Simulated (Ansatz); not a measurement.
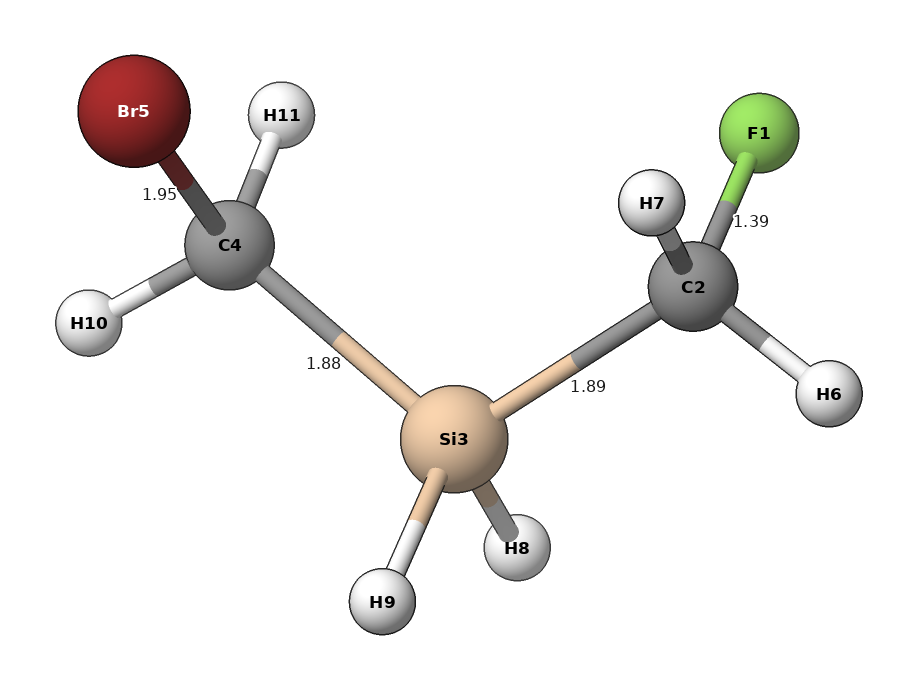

The numbers beside the sticks are distances in Å. Sticks don't show bond order. Computed geometry: PBE0-D4/def2-TZVP optimisation. No frequency run is at hand to confirm it as a minimum.

Which of the marked bonds are single, double, triple or aromatic?

Answer. F1–C2 single; C2–Si3 single; Si3–C4 single; C4–Br5 single.

Write the SMILES.

Answer. FC[SiH2]CBr
